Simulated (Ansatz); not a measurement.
# BGeH3 (triplet): one geometry, many settings at a displaced geometry (v2)

Aim: run BGeH3 (triplet) at one geometry under a spread of methods and options, and see what each costs and gives.

Program: Ansatz 0.2.0, Gaussian basis. Level of theory: the settings change from run to run. These are calculated values, not measurements.

25 further runs of the same task are left out: 2 for a known fault of the program, 7 that didn't finish, 16 set aside as unsound or not needed.

### 1 What is computed

The geometry is a PBE0/def2-TZVP stationary point (not a proven minimum) with its atoms shifted at random (size 0.100 Å). No spin-orbit coupling is included. The filled d shell of Ge may be among the frozen orbitals whatever the setting's name suggests; the logs give the count.

5 atoms, charge 0, spin multiplicity 3.

Atoms are counted from 1 here; the program's logs count them from 0.

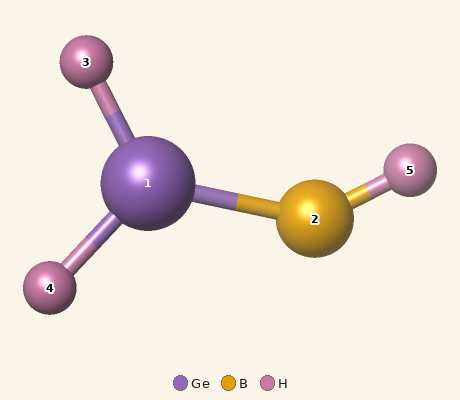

The structure; germanium purple, boron amber, hydrogen pink; atoms are numbered from 1 in the order of the file.

### 2 HF/STO-3G

File in.yaml:

```yaml
crystal:
  periodic: [false, false, false]
  atoms:
    - {symbol: Ge, position_ang: [0.022962, 0.016601, 0.253961]}
    - {symbol: B, position_ang: [-0.141912, -0.159743, -1.672812]}
    - {symbol: H, position_ang: [-0.065291, 1.287608, 1.096349]}
    - {symbol: H, position_ang: [0.017817, -1.276311, 1.213427]}
    - {symbol: H, position_ang: [-0.085242, 0.505704, -2.669841]}
basis:
  gaussian: {orbitals: STO-3G}
magnetization: {spin_polarized: true, initial_magnetization: 2}
hamiltonian: {xc: hf}
accuracy: high
scf: {lower_state_search: off}
output: {orbitals: {seedname: orbitals}}
```

Run with:

```sh
ansatz run in.yaml --threads 1 --pin off --events-out ev --progress --plain --max-ram 2393MiB
```

Log:

```text
Functional definition: HF
  name "HF"
  cite "Fock, Z. Phys. 61, 126 (1930) doi:10.1007/BF01340294"
  parent pbe
  exchange = exact_x
  correlation = 0
these checks for a lower state are left out or cut short: stability, starts, cluster_reference, orbital_swaps, neighbouring_geometries, increment
373 factors; integrals over basis functions are off by at most 1.7e-8 eV
mean field evaluation 1: about -56536.4331 eV, gradient 8.5e0 eV
mean field evaluation 2: about -56536.4506 eV, gradient 8.4e0 eV
mean field evaluation 4: about -56537.6997 eV, gradient 1.0e0 eV
mean field evaluation 8: about -56537.7330 eV, gradient 8.2e-3 eV
mean field -56537.73303325 eV, -2077.7233663200 hartree, gradient 8.5e-8 eV, S^2 2.011596; 0 other end points of the search recorded, 0 dependent functions left out
reference -56537.73303325 eV, -2077.7233663200 hartree; 21, 19 occupied and 5, 7 virtual orbitals, 373 factors
Total energy: -56537.73303325 eV, -2077.7233663200 hartree
Checks for a lower state left out: stability, starts, cluster_reference, orbital_swaps, neighbouring_geometries, increment
```

Wall time 0.15 s (1 thread of Arm Neoverse V2, shared host).

From the report: ⟨S²⟩ of the determinant 2.012 (pure triplet: 2.00).

### 3 BCCD on UHF/6-31G

Edit in.yaml of step 2 so:

```diff
@@ -9,7 +9,4 @@
 basis:
-  gaussian: {orbitals: STO-3G}
+  gaussian: {orbitals: 6-31G}
 magnetization: {spin_polarized: true, initial_magnetization: 2}
-hamiltonian: {xc: hf}
-accuracy: high
-scf: {lower_state_search: off}
-output: {orbitals: {seedname: orbitals}}
+correlation: {method: bccd, electrons: outside_noble_gas}
```

The command is unchanged.

Log, cut to the lines that bear on the results:

```text
Functional definition: HF
  name "HF"
  cite "Fock, Z. Phys. 61, 126 (1930) doi:10.1007/BF01340294"
  parent pbe
[...]
472 factors; integrals over basis functions are off by at most 4.5e-4 eV
[...]
mean field -57179.92988131 eV, -2101.3236651897 hartree, gradient 4.6e-6 eV, S^2 2.011826; 1 other end points of the search recorded, 0 dependent functions left out
determinant -57179.92988131 eV, -2101.3236651897 hartree, with singles and doubles -57182.99806499 eV, -2101.4364188600 hartree
determinant -57177.93886862 eV, -2101.2504968227 hartree, with singles and doubles -57180.91111140 eV, -2101.3597247305 hartree
15 core orbitals not correlated: weight in the atoms' cores, before any rotation towards them, 0.998 or more for the frozen orbitals, at most 0.001 for the correlated occupied ones
reference -57179.92988131 eV, -2101.3236651897 hartree; 6, 4 occupied and 23, 25 virtual orbitals, 472 factors
second order -2.28765997 eV of doubles, -0.00000000 eV of singles
cycle   1  -3.06528616 eV  change    2.9e-3 eV  update   6.2e-3
[...]
cycle   9  -3.06270247 eV  change    8.9e-6 eV  update   1.2e-5
Total energy: -57182.99258378 eV, -2101.4362174296 hartree
```

It took 1.1 s on 1 thread of Arm Neoverse V2, shared host.

From the report: ⟨S²⟩ of the determinant 2.012 (pure triplet: 2.00); correlation -3.0627 eV; largest double amplitude 0.04.

### 4 CCSDT/6-31G

Edit in.yaml of step 3 so:

```diff
@@ -9,4 +9,6 @@
 basis:
-  gaussian: {orbitals: 6-31G}
+  gaussian: {orbitals: 6-31G, point_charges: [{charge: 0.50, position_ang: [2.642, -0.888, 0.738]}]}
 magnetization: {spin_polarized: true, initial_magnetization: 2}
-correlation: {method: bccd, electrons: outside_noble_gas}
+hamiltonian: {xc: {name: PBE}}
+correlation: {method: ccsdt, electrons: outside_noble_gas}
+scf: {lower_state_search: off}
```

Launched as before.

Log, cut to the lines that bear on the results:

```text
Functional definition: PBE
  name "PBE"
  cite "Perdew, Burke & Ernzerhof, Phys. Rev. Lett. 77, 3865 (1996) doi:10.1103/PhysRevLett.77.3865"
  parent pbe
[...]
822 factors; integrals over basis functions are off by at most 1.0e-7 eV
[...]
mean field -57219.74018463 eV, -2102.7866668522 hartree, gradient 8.9e-6 eV, S^2 2.003197; 0 other end points of the search recorded, 0 dependent functions left out
15 core orbitals not correlated: weight in the atoms' cores, before any rotation towards them, 0.997 or more for the frozen orbitals, at most 0.001 for the correlated occupied ones
reference -57179.39868664 eV, -2101.3041441455 hartree; 6, 4 occupied and 23, 25 virtual orbitals, 822 factors
second order -2.49382755 eV of doubles, -0.29051433 eV of singles
cycle   1  -3.19884019 eV  change   -4.2e-1 eV  update   6.3e-2
[...]
cycle  16  -3.52041205 eV  change    8.1e-7 eV  update   1.2e-6
Total energy: -57182.91909869 eV, -2101.4335169020 hartree
Checks for a lower state left out: stability, starts, cluster_reference, orbital_swaps, neighbouring_geometries, increment
```

Wall time 5.5 s (1 thread of Arm Neoverse V2, shared host).

From the report: ⟨S²⟩ of the determinant 2.003 (pure triplet: 2.00); correlation -3.5204 eV; T1 0.025; largest double amplitude 0.04. The orbitals are Kohn-Sham ones, so correlation energy and T1 don't compare with those on Hartree-Fock orbitals.

### 5 BCCD/def2-mTZVP

Edit in.yaml of step 4 so:

```diff
@@ -9,6 +9,5 @@
 basis:
-  gaussian: {orbitals: 6-31G, point_charges: [{charge: 0.50, position_ang: [2.642, -0.888, 0.738]}]}
+  gaussian: {orbitals: def2-mTZVP}
 magnetization: {spin_polarized: true, initial_magnetization: 2}
-hamiltonian: {xc: {name: PBE}}
-correlation: {method: ccsdt, electrons: outside_noble_gas}
-scf: {lower_state_search: off}
+hamiltonian: {xc: {name: B3LYP}}
+correlation: {method: bccd, electrons: outside_noble_gas}
```

The command is unchanged.

Log, cut to the lines that bear on the results:

```text
Functional definition: B3LYP
  name "B3LYP"
  cite "Stephens, Devlin, Chabalowski & Frisch, J. Phys. Chem. 98, 11623 (1994) doi:10.1021/j100096a001"
  cite "Becke, Phys. Rev. A 38, 3098 (1988) doi:10.1103/PhysRevA.38.3098"
  cite "Lee, Yang & Parr, Phys. Rev. B 37, 785 (1988) doi:10.1103/PhysRevB.37.785"
  cite "Vosko, Wilk & Nusair, Can. J. Phys. 58, 1200 (1980) doi:10.1139/p80-159"
[...]
622 factors; integrals over basis functions are off by at most 9.2e-4 eV
[...]
mean field -57241.10026654 eV, -2103.5716353840 hartree, gradient 5.2e-6 eV, S^2 2.003756; 1 other end points of the search recorded, 0 dependent functions left out
15 core orbitals not correlated: weight in the atoms' cores, before any rotation towards them, 0.999 or more for the frozen orbitals, at most 0.000 for the correlated occupied ones
reference -57189.00855368 eV, -2101.6573002456 hartree; 6, 4 occupied and 43, 45 virtual orbitals, 622 factors
second order -3.81094677 eV of doubles, -0.29725012 eV of singles
cycle   1  -4.53564096 eV  change   -4.3e-1 eV  update   6.1e-2
[...]
cycle  12  -4.76029484 eV  change   -6.0e-7 eV  update   9.3e-6
Total energy: -57193.76884852 eV, -2101.8322378544 hartree
```

Wall time 3.7 s (1 thread of Arm Neoverse V2, shared host).

From the report: ⟨S²⟩ of the determinant 2.004 (pure triplet: 2.00); correlation -4.7603 eV; largest double amplitude 0.03.

### 6 NEVPT2(4,4)/STO-3G

Edit in.yaml of step 5 so:

```diff
@@ -9,5 +9,4 @@
 basis:
-  gaussian: {orbitals: def2-mTZVP}
-magnetization: {spin_polarized: true, initial_magnetization: 2}
-hamiltonian: {xc: {name: B3LYP}}
-correlation: {method: bccd, electrons: outside_noble_gas}
+  gaussian: {orbitals: STO-3G}
+magnetization: {spin_polarized: false, initial_magnetization: 2}
+correlation: {method: sc_nevpt2, electrons: valence, active_space: {window: {electrons: 4, orbitals: 4}, states: [{multiplicity: 3, weights: [1, 1]}, {multiplicity: 5, weights: [1]}]}}
```

Launched as before.

Log, cut to the lines that bear on the results:

```text
Functional definition: HF
  name "HF"
  cite "Fock, Z. Phys. 61, 126 (1930) doi:10.1007/BF01340294"
  parent pbe
[...]
359 factors; integrals over basis functions are off by at most 4.9e-8 eV
[...]
mean field -56537.66793161 eV, -2077.7209738791 hartree, gradient 6.8e-6 eV, S^2 2.000000; 0 other end points of the search recorded, 0 dependent functions left out
reference -56537.66793161 eV, -2077.7209738791 hartree; 21, 19 occupied and 5, 7 virtual orbitals, 359 factors
state -56537.63909040 eV, -2077.7199139840 hartree
state -56535.41851117 eV, -2077.6383092025 hartree
state -56537.63909040 eV, -2077.7199139840 hartree; corrected -56539.27408761 eV, -2077.7799990234 hartree
state -56535.41851117 eV, -2077.6383092025 hartree; corrected -56536.95232545 eV, -2077.6946758375 hartree
state -56531.09076376 eV, -2077.4792674185 hartree
state -56531.09076376 eV, -2077.4792674185 hartree; corrected -56532.42924965 eV, -2077.5284558678 hartree
Total energy: -56536.21855424 eV, -2077.6677102429 hartree
```

It took 0.3 s on 1 thread of Arm Neoverse V2, shared host.

From the report: 36 determinants; active occupations (of the averaged states) 1.65, 1.01, 0.68, 0.66.

### 7 CCSDT on ROHF/STO-3G

Edit in.yaml of step 6 so:

```diff
@@ -11,2 +11,3 @@
 magnetization: {spin_polarized: false, initial_magnetization: 2}
-correlation: {method: sc_nevpt2, electrons: valence, active_space: {window: {electrons: 4, orbitals: 4}, states: [{multiplicity: 3, weights: [1, 1]}, {multiplicity: 5, weights: [1]}]}}
+correlation: {method: ccsdt, electrons: outside_noble_gas, diis_vectors: 2}
+output: {forces: true}
```

Launched as before.

Log, cut to the lines that bear on the results:

```text
Functional definition: HF
  name "HF"
  cite "Fock, Z. Phys. 61, 126 (1930) doi:10.1007/BF01340294"
  parent pbe
[...]
359 factors; integrals over basis functions are off by at most 4.9e-8 eV
[...]
mean field -56537.66793161 eV, -2077.7209738791 hartree, gradient 6.8e-6 eV, S^2 2.000000; 1 other end points of the search recorded, 0 dependent functions left out
determinant -56537.66793161 eV, -2077.7209738791 hartree, with singles and doubles -56539.94132523 eV, -2077.8045195535 hartree
determinant -56535.40137601 eV, -2077.6376794971 hartree, with singles and doubles -56537.70583171 eV, -2077.7223666821 hartree
15 core orbitals not correlated, not the lowest: weight in the atoms' cores, before any rotation towards them, 0.678 or more for the frozen orbitals, at most 0.326 for the correlated occupied ones
reference -56537.66793161 eV, -2077.7209738791 hartree; 6, 4 occupied and 5, 7 virtual orbitals, 359 factors
second order -1.46358544 eV of doubles, -0.02884652 eV of singles
cycle   1  -1.96266626 eV  change   -4.7e-1 eV  update   6.7e-2
[...]
cycle  22  -2.31400511 eV  change    1.7e-7 eV  update   8.4e-7
[...]
Total energy: -56539.98193673 eV, -2077.8060119985 hartree
Atom 0 at     0.022962     0.016601     0.253961 Å, force    -0.241664    -0.618734     0.562237 eV/Å
Atom 1 at    -0.141912    -0.159743    -1.672812 Å, force     0.346719    -0.305267     0.803909 eV/Å
Atom 2 at    -0.065291     1.287608     1.096349 Å, force     0.132745    -1.035772    -0.659918 eV/Å
Atom 3 at     0.017817    -1.276311     1.213427 Å, force    -0.072950     1.858965    -1.420005 eV/Å
Atom 4 at    -0.085242     0.505704    -2.669841 Å, force    -0.164850     0.100809     0.713778 eV/Å
Dipole moment:     0.008431     0.014819     0.187776 e Å
```

It took 1.1 s on 1 thread of Arm Neoverse V2, shared host.

From the report: correlation -2.3140 eV; T1 0.019; largest double amplitude 0.05.

### 8 CCSD on UHF/cc-pVDZ

Edit in.yaml of step 7 so:

```diff
@@ -9,5 +9,4 @@
 basis:
-  gaussian: {orbitals: STO-3G}
-magnetization: {spin_polarized: false, initial_magnetization: 2}
-correlation: {method: ccsdt, electrons: outside_noble_gas, diis_vectors: 2}
-output: {forces: true}
+  gaussian: {orbitals: cc-pVDZ}
+magnetization: {spin_polarized: true, initial_magnetization: 2}
+correlation: {method: ccsd, electrons: valence}
```

The command is unchanged.

Log, cut to the lines that bear on the results:

```text
Functional definition: HF
  name "HF"
  cite "Fock, Z. Phys. 61, 126 (1930) doi:10.1007/BF01340294"
  parent pbe
[...]
590 factors; integrals over basis functions are off by at most 1.2e-3 eV
[...]
mean field -57188.88479902 eV, -2101.6527523457 hartree, gradient 8.6e-6 eV, S^2 2.014044; 1 other end points of the search recorded, 0 dependent functions left out
determinant -57188.88479902 eV, -2101.6527523457 hartree, with singles and doubles -57194.35952907 eV, -2101.8539449639 hartree
determinant -57186.87338401 eV, -2101.5788342072 hartree, with singles and doubles -57192.28485436 eV, -2101.7777020745 hartree
10 core orbitals not correlated: weight in the atoms' cores, before any rotation towards them, 1.000 or more for the frozen orbitals, at most 0.000 for the correlated occupied ones
reference -57188.88479902 eV, -2101.6527523457 hartree; 11, 9 occupied and 35, 37 virtual orbitals, 590 factors
second order -4.50071124 eV of doubles, -0.00000000 eV of singles
cycle   1  -5.47462825 eV  change    1.0e-4 eV  update   6.5e-4
[...]
cycle   8  -5.47464033 eV  change    1.3e-5 eV  update   5.0e-6
Total energy: -57194.35943936 eV, -2101.8539416671 hartree
```

Run time: 3.6 s. Hardware: 1 thread of Arm Neoverse V2, shared host.

From the report: ⟨S²⟩ of the determinant 2.014 (pure triplet: 2.00); correlation -5.4746 eV; T1 0.013; largest double amplitude 0.04.

### 9 CASSCF(2,6)/cc-pVDZ

Edit in.yaml of step 8 so:

```diff
@@ -10,3 +10,4 @@
   gaussian: {orbitals: cc-pVDZ}
-magnetization: {spin_polarized: true, initial_magnetization: 2}
-correlation: {method: ccsd, electrons: valence}
+magnetization: {spin_polarized: false, initial_magnetization: 2}
+correlation: {active_space: {window: {electrons: 2, orbitals: 6}}}
+output: {forces: true}
```

Launched as before.

Log, cut to the lines that bear on the results:

```text
Functional definition: HF
  name "HF"
  cite "Fock, Z. Phys. 61, 126 (1930) doi:10.1007/BF01340294"
  parent pbe
[...]
590 factors; integrals over basis functions are off by at most 1.2e-3 eV
[...]
mean field -57188.78269626 eV, -2101.6490001385 hartree, gradient 4.4e-6 eV, S^2 2.000000; 0 other end points of the search recorded, 0 dependent functions left out
reference -57188.78269626 eV, -2101.6490001385 hartree; 21, 19 occupied and 35, 37 virtual orbitals, 590 factors
state -57188.91083966 eV, -2101.6537093215 hartree
[...]
Total energy: -57188.91083966 eV, -2101.6537093215 hartree
Atom 0 at     0.022962     0.016601     0.253961 Å, force    -0.177782    -0.918804     0.961073 eV/Å
Atom 1 at    -0.141912    -0.159743    -1.672812 Å, force     0.235257    -0.235634    -0.667981 eV/Å
Atom 2 at    -0.065291     1.287608     1.096349 Å, force     0.100600     0.099758     0.138181 eV/Å
Atom 3 at     0.017817    -1.276311     1.213427 Å, force    -0.007321     1.030313    -0.770403 eV/Å
Atom 4 at    -0.085242     0.505704    -2.669841 Å, force    -0.150754     0.024367     0.339130 eV/Å
Dipole moment:     0.018426     0.109429     0.221368 e Å
```

Wall time 3.3 s (1 thread of Arm Neoverse V2, shared host).

From the report: 36 determinants; active occupations 0.99, 0.99, 0.01, 0.01, 0.00, 0.00.

### 10 CCSD on ROHF/cc-pVDZ

Edit in.yaml of step 9 so:

```diff
@@ -11,3 +11,2 @@
 magnetization: {spin_polarized: false, initial_magnetization: 2}
-correlation: {active_space: {window: {electrons: 2, orbitals: 6}}}
-output: {forces: true}
+correlation: {method: ccsd, electrons: outside_noble_gas}
```

Launched as before.

Log, cut to the lines that bear on the results:

```text
Functional definition: HF
  name "HF"
  cite "Fock, Z. Phys. 61, 126 (1930) doi:10.1007/BF01340294"
  parent pbe
[...]
590 factors; integrals over basis functions are off by at most 1.2e-3 eV
[...]
mean field -57188.78269626 eV, -2101.6490001385 hartree, gradient 4.4e-6 eV, S^2 2.000000; 1 other end points of the search recorded, 0 dependent functions left out
determinant -57188.78269626 eV, -2101.6490001385 hartree, with singles and doubles -57193.81636296 eV, -2101.8339839777 hartree
determinant -57186.67056661 eV, -2101.5713808055 hartree, with singles and doubles -57191.73481394 eV, -2101.7574884623 hartree
15 core orbitals not correlated: weight in the atoms' cores, before any rotation towards them, 0.999 or more for the frozen orbitals, at most 0.000 for the correlated occupied ones
reference -57188.78269626 eV, -2101.6490001385 hartree; 6, 4 occupied and 35, 37 virtual orbitals, 590 factors
second order -3.99408140 eV of doubles, -0.05688698 eV of singles
cycle   1  -5.03368391 eV  change   -1.7e-5 eV  update   6.5e-4
[...]
cycle   9  -5.03372408 eV  change    9.2e-7 eV  update   1.9e-6
Total energy: -57193.81642034 eV, -2101.8339860864 hartree
```

It took 2 s on 1 thread of Arm Neoverse V2, shared host.

From the report: correlation -5.0337 eV; T1 0.021; largest double amplitude 0.04.

### 11 The runs in one table

Where basis and cores are those of an earlier UCCSDT(Q)/cc-pVDZ run (-57193.9934 eV), and the state is the same kind, the miss against it is given.

```
                                               level         correlated  functions  energy (eV)  from UCCSDT(Q) (meV)    time
                                           HF/STO-3G                            26  -56537.7330                        0.15 s
                                   BCCD on UHF/6-31G  outside noble gas         44  -57182.9926                         1.1 s
CCSDT/6-31G (beside a point charge, on PBE orbitals)  outside noble gas         44  -57182.9191                         5.5 s
                 BCCD/def2-mTZVP (on B3LYP orbitals)  outside noble gas         64  -57193.7688                         3.7 s
         NEVPT2(4,4)/STO-3G (mean of several states)            valence         26  -56536.2186                         0.3 s
                                CCSDT on ROHF/STO-3G  outside noble gas         26  -56539.9819                         1.1 s
                                 CCSD on UHF/cc-pVDZ            valence         56  -57194.3594                         3.6 s
                                 CASSCF(2,6)/cc-pVDZ                            56  -57188.9108                5082.6   3.3 s
                                CCSD on ROHF/cc-pVDZ  outside noble gas         56  -57193.8164                 177.0     2 s
```

### 12 Summary of results

```
quantity                                                        value
    runs                                                            9
quickest                                            HF/STO-3G, 0.15 s
 slowest  CCSDT/6-31G (beside a point charge, on PBE orbitals), 5.5 s
```

**Reading.** Total energies in different bases, with other cores or another treatment of relativity can't be set against each other. CCSDT/6-31G (beside a point charge, on PBE orbitals) took 37 times as long as HF/STO-3G; the jobs differ in more than the method. Hartree-Fock, CASSCF and CASCI lack dynamic correlation by design.
